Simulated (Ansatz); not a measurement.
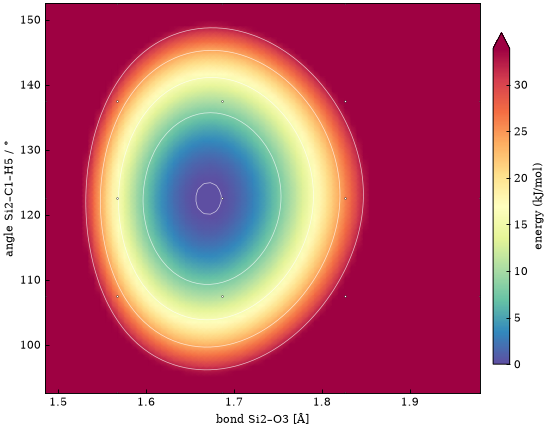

CH₅OSi, SMILES [CH2][SiH2]O, spin multiplicity 2. Two internal coordinates are moved rigidly from the geometry relaxed at PBE0-D4/def2-TZVP, all others fixed. The first coordinate is: bond Si2–O3; the second: angle Si2–C1–H5. Grid: 5 × 5 points. Points are written as (first, second). Energies: kJ/mol, counted from the lowest grid point. Theory: UKS PBE-D4/def2-TZVPP (Ansatz).

In the figure: a smooth colour map with a few white contour lines, dots at the grid points, one colour for all values above the top of the scale. Between grid points the surface is interpolated.

### Estimate the position of the minimum and the force constants in these coordinates.

The interpolated minimum is at bond Si2–O3 ≈ 1.667 Å, angle Si2–C1–H5 ≈ 122.5°. The curvatures there are about 28 eV/Å² and 3.2 eV/rad², with a cross term of about −0.2 eV/(Å·rad). Round the minimum the two coordinates are nearly uncoupled. (1 eV is 96.5 kJ/mol.)
